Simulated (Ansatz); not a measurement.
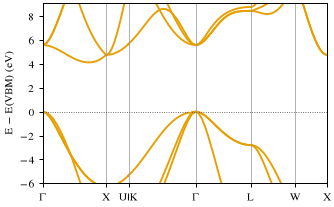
Figure. Band structure from plane-wave PAW PBE (Ansatz code)

Problem. Read off the gap and where the band edges lie.

Solution. About 4.1 eV (4.13 eV by a search for the band edges); maximum at Γ, minimum on the Γ–X line, 73 % of the way from Γ.

The material is C (diamond, Fd-3m).

The PBE relaxation kept the symmetry of its start. The volume moved by -26 % from the start of the relaxation.

Potentials: the later of the program's two PAW sets.
